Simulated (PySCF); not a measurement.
**C5H9F3Si: NMR shielding calculation**

The run: NMR shielding calculation of C5H9F3Si. Method and program: GIAO PBE0/pcSseg-1 NMR shielding, non-relativistic, gas phase (PySCF 2.14.0).

The geometry comes from this level: GFN2-xTB. It belongs to a series of runs on one base structure; here: Si replaced by C. Figures and captions count atoms from 1; the log counts them from 0 in places.

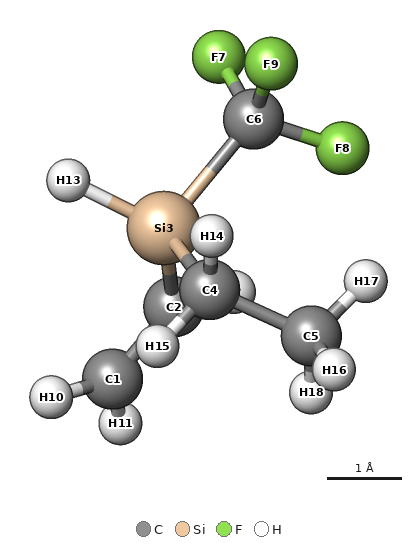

The input geometry (ball-and-stick view, seen at an oblique angle; atoms are numbered from 1 in the order of the input).

**Results in brief**

```tsv
quantity	value
outcome	converged
total energy	−784.264216 hartree
HOMO	−8.23 eV
LUMO	−0.86 eV
dipole moment	3.22 D
isotropic shielding, C	38.9 to 178.1 ppm
isotropic shielding, Si	376.1 ppm
isotropic shielding, F	242.4 to 248.9 ppm
isotropic shielding, H	24.9 to 30.8 ppm
hardware	1 CPU thread, shared host
wall time	3.4 min (CPU time 1.9 min; the host was busy)
peak memory	0.92 GiB
```

**Input**
```
{"job": {"kind": "nmr", "xc": "PBE0", "basis": "pcSseg-1"}, "charge": 0, "multiplicity": 1}
C      2.514060    -1.098450     0.488446
C      1.625052    -0.127729     0.648269
Si     0.426112     0.438031    -0.687376
C     -1.068173    -0.717157    -0.935928
C     -1.782648    -1.080542     0.367808
C     -0.294791     2.118989     0.005022
F      0.609924     3.119928    -0.030183
F     -0.702378     2.037459     1.290034
F     -1.362420     2.561115    -0.691802
H      2.612732    -1.628674    -0.444416
H      3.184594    -1.404914     1.275853
H      1.576678     0.370069     1.610694
H      1.062645     0.820439    -1.951127
H     -1.784575    -0.248212    -1.614100
H     -0.732997    -1.633406    -1.424044
H     -2.627980    -1.734868     0.165855
H     -2.156363    -0.190531     0.867094
H     -1.108232    -1.595228     1.048243
```

The first line tells a small driver script what to run in PySCF; the rest is the geometry in Å.

Launch command:
```bash
OMP_NUM_THREADS=1 python <driver script> task.json out
```

**Output**
```
coarse grid: 15896 points
cycle   1  E = -784.0416288110  dE =  9.451e-01  |g| = 9.036e-01  |ddm| = 3.689e+00
cycle   2  E = -783.9015033277  dE =  1.401e-01  |g| = 1.320e+00  |ddm| = 1.175e+00
cycle   3  E = -784.1908482697  dE = -2.893e-01  |g| = 6.632e-02  |ddm| = 6.972e-01
cycle   4  E = -784.1914864900  dE = -6.382e-04  |g| = 3.917e-02  |ddm| = 7.717e-02
cycle   5  E = -784.1918236910  dE = -3.372e-04  |g| = 8.817e-03  |ddm| = 3.265e-02
cycle   6  E = -784.1918388879  dE = -1.520e-05  |g| = 4.117e-03  |ddm| = 9.088e-03
cycle   7  E = -784.1918432557  dE = -4.368e-06  |g| = 5.908e-04  |ddm| = 3.424e-03
final grid: 151128 points
cycle   8  E = -784.2641950877  dE = -4.946e-05  |g| = 9.473e-03  |ddm| = 2.679e-02
cycle   9  E = -784.2641858315  dE =  9.256e-06  |g| = 1.186e-02  |ddm| = 1.477e-02
cycle  10  E = -784.2642158362  dE = -3.000e-05  |g| = 8.384e-04  |ddm| = 7.899e-03
cycle  11  E = -784.2642159468  dE = -1.106e-07  |g| = 3.030e-04  |ddm| = 6.924e-04
cycle  12  E = -784.2642159633  dE = -1.650e-08  |g| = 5.918e-05  |ddm| = 2.317e-04
cycle  13  E = -784.2642159639  dE = -6.396e-10  |g| = 2.069e-05  |ddm| = 6.148e-05
```

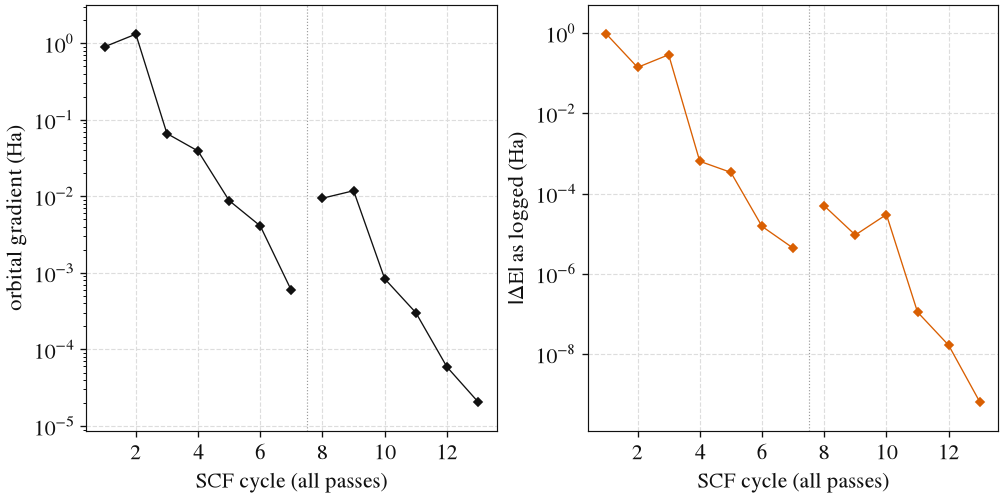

Convergence of the self-consistent field: orbital gradient and size of the energy change against the SCF cycle. The dotted line marks the change from a coarse to the final integration grid. The first 7 cycles use a coarse grid, the final grid takes over at cycle 8, and the field converges after 13 cycles in all.

```
converged SCF energy = -784.2642159639

GIAO shielding tensors (ppm)
atom      isotropic    diamagn.    paramagn.     s11        s22        s33       span
  0 C       38.931     253.302    -214.372    -93.139     42.010    167.921    261.060
  1 C       49.418     262.639    -213.221    -70.390     42.222    176.421    246.811
  2 Si     376.069     881.367    -505.298    344.970    381.969    401.268     56.298
  3 C      178.091     253.886     -75.795    172.125    179.089    183.060     10.935
  4 C      177.909     248.041     -70.132    172.504    173.947    187.276     14.771
  5 C       46.434     252.310    -205.877     42.006     42.845     54.450     12.444
  6 F      242.442     472.903    -230.461    143.807    251.332    332.186    188.379
  7 F      244.672     476.929    -232.258    143.595    260.768    329.652    186.058
  8 F      248.929     474.450    -225.521    147.679    266.281    332.828    185.149
  9 H       25.467      31.337      -5.869     20.933     24.867     30.602      9.670
 10 H       24.929      28.569      -3.640     21.261     24.505     29.020      7.759
 11 H       25.010      32.421      -7.411     21.987     24.196     28.848      6.862
 12 H       27.038      29.306      -2.267     24.091     24.965     32.059      7.969
 13 H       30.540      31.310      -0.770     26.875     28.012     36.734      9.858
 14 H       30.847      32.004      -1.157     26.274     28.605     37.661     11.387
 15 H       30.435      28.892       1.543     25.116     27.653     38.536     13.420
 16 H       30.494      31.374      -0.880     25.051     30.587     35.845     10.794
 17 H       30.700      31.709      -1.009     25.950     29.866     36.284     10.334
```

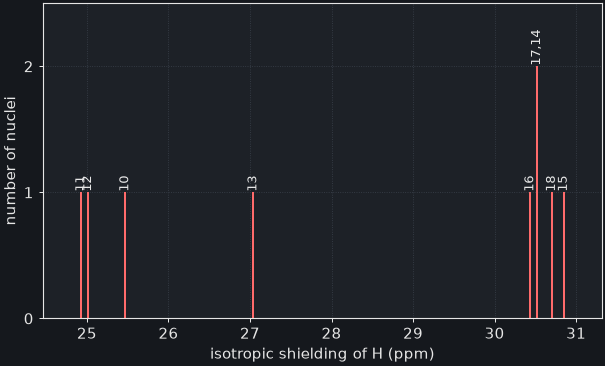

Isotropic shieldings of the hydrogen nuclei in this fixed geometry, labelled by atom number; shielding grows to the right, so chemical shift grows to the left. The least shielded is H11 (24.9 ppm), the most shielded H15 (30.8 ppm).

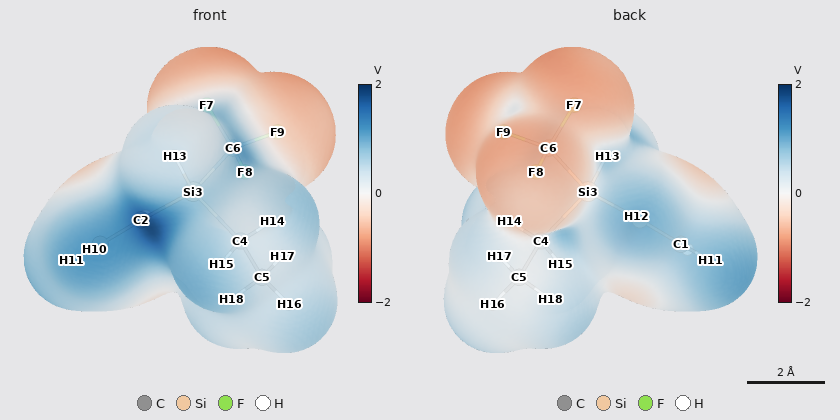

The molecular electrostatic potential painted on the density surface at 0.002 e/bohr³, seen at a tilt and from behind; the colour scale runs from red (negative) to blue (positive). Its dipole moment is 3.22 D.

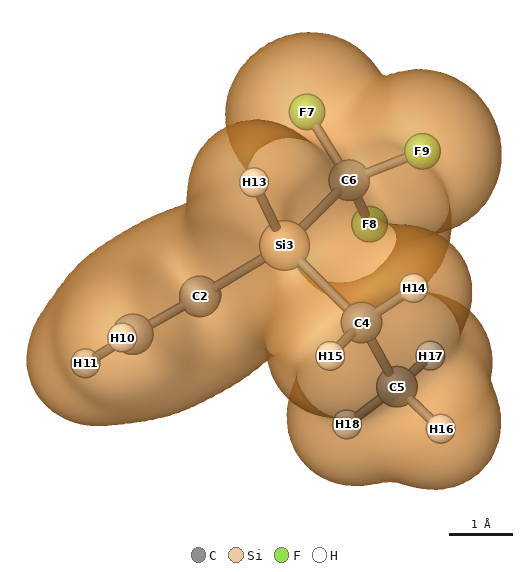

Isosurface of the electron density at 0.05 e/Å³ (orange), seen at a tilt. At this value the surface is in one piece. On the grid the lowest density along these lines, outside the cores, is 2.3 e/Å³ (C–C, 1.33 Å), 1.8 e/Å³ (C–F, 1.35 Å), 0.8 e/Å³ (C–Si, 1.88 Å) and 1.9 e/Å³ (C–H, 1.08 Å).

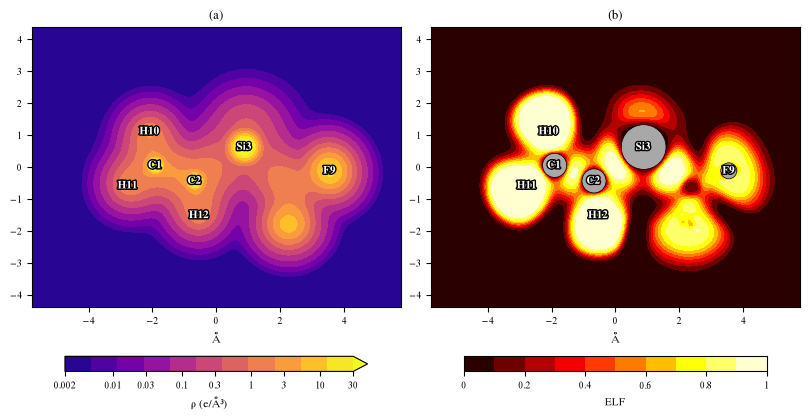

(a) total electron density; (b) electron localisation function on the plane of atoms C2, C1 and H10. Grey discs, where drawn, cover atomic cores. The plane passes through C, Si, F and H nuclei. C–Si (1.88 Å): ρ at the midpoint is about 0.94 e/Å³; the ELF peaks at about 0.95 between the atoms (a shared electron pair). C–H (1.08 Å): ρ is about 2 e/Å³ halfway; the ELF climbs to about 1 towards the hydrogen, as it does in any bond to H; a covalent bond by its length.
